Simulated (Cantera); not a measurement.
Feed: 1 mol Ti, 0.1 mol CO₂, 6.7 mol H₂, held at 13.3 mbar.

These are equilibrium values from Cantera (NASA tables, ideal gas, pure condensed phases), not measurements of a reactor. Candidate condensed phases: C, C₆H₆, C₇H₈, C₈H₁₈, H₂O, Ti, TiC, TiO, TiO₂, Ti₂O₃, Ti₃O₅, Ti₄O₇; 113 gas species. Mutual solubility and eutectic melting of coexisting phases are not modelled. TiC, TiO: taken at fixed stoichiometry. Condensed phases not in the tables: solid solutions among these carbides, nitrides and lower oxides, N, O or C dissolved in the metal. The numbers say what is thermodynamically allowed, not how fast it happens.

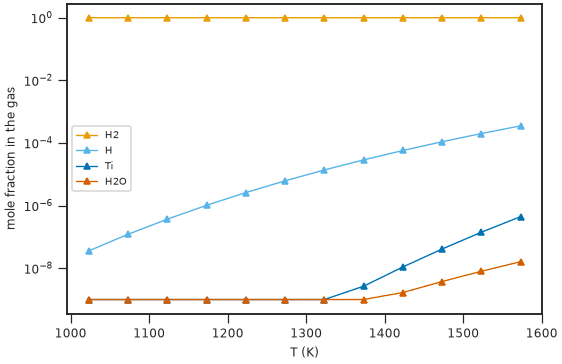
Figure. Equilibrium gas composition (values under 1e-9 drawn at 1e-9)

From 1023 K to 1123 K the condensed part is Ti(α) + TiC(s) + TiO(s). From 1173 K to 1573 K the condensed part is Ti(β) + TiC(s) + TiO(s).
